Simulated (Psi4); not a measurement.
# C2F3N (trifluoromethylisocyanide) at HSE06/def2-SVP

What is the vertical ionisation energy of C2F3N (trifluoromethylisocyanide) at HSE06/def2-SVP? 

Program for the calculation: Psi4 1.11.

### 1 The structure to begin with

C2F3N has 6 atoms, charge 0, and is taken as a singlet. SMILES: `[C-]#[N+]C(F)(F)F`. The coordinates come from a PBE0-D4/def2-TZVP relaxation.

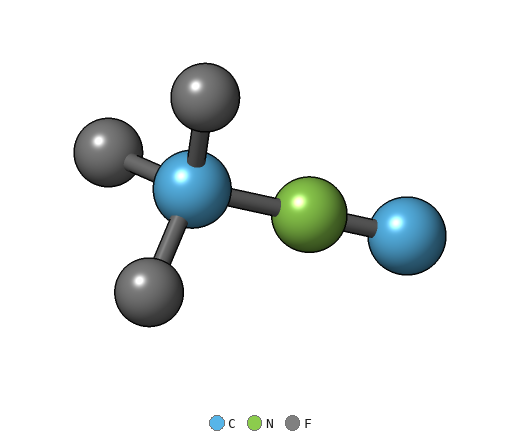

The structure, seen from a chosen angle (carbon blue, nitrogen green, fluorine grey).

### 2 The energy at HSE06/def2-SVP

job.dat

```
memory 2200 mb

molecule m {
  C      0.847870    -1.738560     0.906050
  N      0.383970    -0.786810     0.410270
  C     -0.172600     0.353950    -0.184440
  F     -1.291150     0.037040    -0.816420
  F      0.677790     0.873500    -1.054990
  F     -0.445880     1.260880     0.739530
  symmetry c1
}

set globals {
  puream               true
  e_convergence        1e-09
  d_convergence        1e-08
  scf_type             pk
  dft_radial_points    99
  dft_spherical_points 590
}

e_tot, wfn = energy('hse06/def2-SVP', return_wfn=True)
oeprop(wfn, 'DIPOLE', 'LOWDIN_CHARGES', 'QUADRUPOLE', title='HSE06')
print_variables()
```

Started as:

```console
psi4 job.dat job.out -n 1
```

job.out:

```text
[...]
  Running in c1 symmetry.
[...]
  Nuclear repulsion =  237.787180612646182
[...]
  Multiplicity = 1
[...]
  Nalpha       = 23
  Nbeta        = 23
[...]
    Number of basis functions: 84
[...]
   @RKS iter   1:  -429.59020804030371   -1.69270e-01   6.85032e-03 DIIS/ADIIS
[...]
   @RKS iter  10:  -429.71641824775077   -5.05906e-12   6.94687e-09 DIIS
[...]
    Orbital Energies [Eh]
    ---------------------
    Doubly Occupied:
       1A    -24.833031     2A    -24.832963     3A    -24.832956
       4A    -14.458357     5A    -10.553834     6A    -10.313565
       7A     -1.372779     8A     -1.271805     9A     -1.271800
      10A     -1.010996    11A     -0.810102    12A     -0.694252
      13A     -0.649841    14A     -0.649840    15A     -0.514377
      16A     -0.514368    17A     -0.491925    18A     -0.480799
      19A     -0.480797    20A     -0.450404    21A     -0.410961
      22A     -0.410955    23A     -0.343290
[...]
  @RKS Final Energy:  -429.71641824775077
   => Energetics <=
    Nuclear Repulsion Energy =            237.7871806126461820
    One-Electron Energy =               -1064.6557737321566037
    Two-Electron Energy =                 434.7612823954647752
    DFT Exchange-Correlation Energy =     -37.6091075237050845
    Empirical Dispersion Energy =           0.0000000000000000
    VV10 Nonlocal Energy =                  0.0000000000000000
    Total Energy =                       -429.7164182477507666
[...]
 Multipole Moments:
 ------------------------------------------------------------------------------------
     Multipole            Electronic (a.u.)      Nuclear  (a.u.)        Total (a.u.)
 ------------------------------------------------------------------------------------
 L = 1.  Multiply by 2.5417464519 to convert [e a0] to [Debye]
 Dipole X            :         -0.9726799            0.7999949           -0.1726850
 Dipole Y            :          1.9942252           -1.6399547            0.3542705
 Dipole Z            :         -1.0393791            0.8548547           -0.1845244
 Magnitude           :                                                    0.4351747
 L = 2.  Multiply by 1.3450342976 to convert [e a0^2] to [Debye ang]
 Quadrupole XX       :       -117.6433960           93.8682494          -23.7751467
 Quadrupole XY       :         41.2357564          -39.8091149            1.4266415
[...]
```

Run time: 25 s. Hardware: 1 thread of AMD EPYC 7R43 (Zen 3), shared host; peak memory 1 GiB.

### 3 The doublet cation: energy and forces at UHSE06/def2-SVP

input.json

```json
{
  "schema_name": "qcschema_input",
  "schema_version": 1,
  "molecule": {
    "schema_name": "qcschema_molecule",
    "schema_version": 2,
    "symbols": ["C", "N", "C", "F", "F", "F"],
    "geometry": [1.60224209, -3.28540225, 1.71218636, 0.72559814, -1.48685541, 0.77529794, -0.32616673, 0.66886856, -0.34854109, -2.43991989, 0.06999546, -1.5428102, 1.28083747, 1.65067577, -1.99364216, -0.84259108, 2.38271788, 1.39750916],
    "molecular_charge": 1,
    "molecular_multiplicity": 2,
    "fix_symmetry": "c1"
  },
  "driver": "gradient",
  "model": {
    "method": "hse06",
    "basis": "def2-SVP"
  },
  "keywords": {
    "reference": "uks",
    "puream": true,
    "e_convergence": 1e-09,
    "d_convergence": 1e-08,
    "scf_type": "pk",
    "dft_radial_points": 99,
    "dft_spherical_points": 590,
    "maxiter": 100,
    "scf_properties": ["MAYER_INDICES", "MULLIKEN_CHARGES", "WIBERG_LOWDIN_INDICES"]
  }
}
```

Started as:

```console
psi4 --qcschema input.json -n 1 --memory 2200MB
```

stdout:

```text
[...]
  Running in c1 symmetry.
[...]
  Nuclear repulsion =  237.787180708941150
[...]
  Multiplicity = 2
[...]
  Nalpha       = 23
  Nbeta        = 22
[...]
    Number of basis functions: 84
[...]
   @UKS iter   1:  -429.11973764641385    3.01201e-01   7.05902e-03 DIIS/ADIIS
[...]
   @UKS iter  15:  -429.25725943981621   -5.05906e-12   3.38139e-09 DIIS
[...]
   @S^2 Observed:                7.950046267E-01
[...]
  @UKS Final Energy:  -429.25725943981621
   => Energetics <=
    Nuclear Repulsion Energy =            237.7871807089411504
    One-Electron Energy =               -1053.3617211647413114
    Two-Electron Energy =                 423.6216260990239562
    DFT Exchange-Correlation Energy =     -37.3043450830399834
    Empirical Dispersion Energy =           0.0000000000000000
    VV10 Nonlocal Energy =                  0.0000000000000000
    Total Energy =                       -429.2572594398162096
[...]
 Multipole Moments:
 ------------------------------------------------------------------------------------
     Multipole            Electronic (a.u.)      Nuclear  (a.u.)        Total (a.u.)
 ------------------------------------------------------------------------------------
 L = 1.  Multiply by 2.5417464519 to convert [e a0] to [Debye]
 Dipole X            :          0.4256087            0.7999949            1.2256036
 Dipole Y            :         -0.8728647           -1.6399547           -2.5128194
 Dipole Z            :          0.4548461            0.8548547            1.3097008
 Magnitude           :                                                    3.0873422
[...]
  Mulliken Charges: (a.u.)
   Center  Symbol    Alpha    Beta     Spin     Total
       1     C     3.35254  2.10410  1.24844  0.54336
       2     N     3.34472  3.60860 -0.26388  0.04668
       3     C     2.68522  2.66272  0.02250  0.65206
       4     F     4.53918  4.54154 -0.00237 -0.08072
       5     F     4.53917  4.54152 -0.00235 -0.08070
       6     F     4.53917  4.54151 -0.00235 -0.08068
   Total alpha = 23.00000, Total beta = 22.00000, Total charge =  1.00000
  Mayer Bond Indices:
[...]
  -Total Gradient:
     Atom            X                  Y                   Z
    ------   -----------------  -----------------  -----------------
       1        0.023924622706    -0.049099921805     0.025570368568
       2       -0.041440626529     0.084993434301    -0.044287543794
       3        0.042811588201    -0.087743010326     0.045752814331
       4       -0.018290744633     0.010053752149    -0.013622896169
       5        0.002415803425     0.018857360050    -0.016146399497
       6       -0.009396186630     0.022928501397     0.002718947469
[...]
```

The result, in JSON:

```text
{
 "driver": "gradient",
 "model": {
  "method": "hse06",
  "basis": "def2-SVP"
 },
 "success": true,
 "return_result": [0.02392462270580864, -0.04909992180489797, 0.025570368567635893, -0.04144062652932615, 0.08499343430098066, -0.04428754379440508, 0.042811588201400436, -0.08774301032632634, 0.04575281433053233, -0.01829074463291258, 0.010053752148556042, -0.013622896169269205, 0.002415803425209112, 0.018857360049768457, -0.016146399496828057, -0.009396186629801725, 0.02292850139736005, 0.002718947469097066],
 "properties": {
  "calcinfo_nbasis": 84,
  "calcinfo_nmo": 84,
  "calcinfo_nalpha": 23,
  "calcinfo_nbeta": 22,
  "calcinfo_natom": 6,
  "nuclear_repulsion_energy": 237.78718070894115,
  "return_energy": -429.2572594398162,
  "return_gradient": [0.02392462270580864, -0.04909992180489797, 0.025570368567635893, -0.04144062652932615, 0.08499343430098066, -0.04428754379440508, 0.042811588201400436, -0.08774301032632634, 0.04575281433053233, -0.01829074463291258, 0.010053752148556042, -0.013622896169269205, 0.002415803425209112, 0.018857360049768457, -0.016146399496828057, -0.009396186629801725, 0.02292850139736005, 0.002718947469097066],
  "scf_one_electron_energy": -1053.3617211647413,
  "scf_two_electron_energy": 423.62162609902396,
  "scf_xc_energy": -37.30434508303998,
  "scf_dipole_moment": [1.2256036033332627, -2.5128194175058205, 1.3097008312263938],
  "scf_total_energy": -429.2572594398162,
  "scf_total_gradient": [0.02392462270580864, -0.04909992180489797, 0.025570368567635893, -0.04144062652932615, 0.08499343430098066, -0.04428754379440508, 0.042811588201400436, -0.08774301032632634, 0.04575281433053233, -0.01829074463291258, 0.010053752148556042, -0.013622896169269205, 0.002415803425209112, 0.018857360049768457, -0.016146399496828057, -0.009396186629801725, 0.02292850139736005, 0.002718947469097066],
  "scf_iterations": 15
 }
}
```

It took 56 s on 1 thread of AMD EPYC 7R43 (Zen 3), shared host; peak memory 1 GiB.

### 4 Results

Level: HSE06/def2-SVP.

```
                                          quantity          value
                       singlet C2F3N: total energy  -429.71642 Eh
                      singlet C2F3N: dipole moment         1.11 D
                        singlet C2F3N: HOMO energy       -9.34 eV
                        singlet C2F3N: LUMO energy       -1.06 eV
                      singlet C2F3N: HOMO–LUMO gap        8.28 eV
                      doublet cation: total energy  -429.25726 Eh
doublet cation: HOMO energy (highest over α and β)      -17.52 eV
 doublet cation: LUMO energy (lowest over α and β)      -15.22 eV
                              doublet cation: ⟨S²⟩          0.795
          doublet cation: largest force on an atom     5.544 eV/Å
vertical ionisation energy (to the doublet cation)      12.494 eV
```

**Reading.** Removing an electron at fixed nuclei costs 12.49 eV (288 kcal/mol). The negative HOMO energy of the first species, 9.34 eV, lies 3.15 eV below that difference.
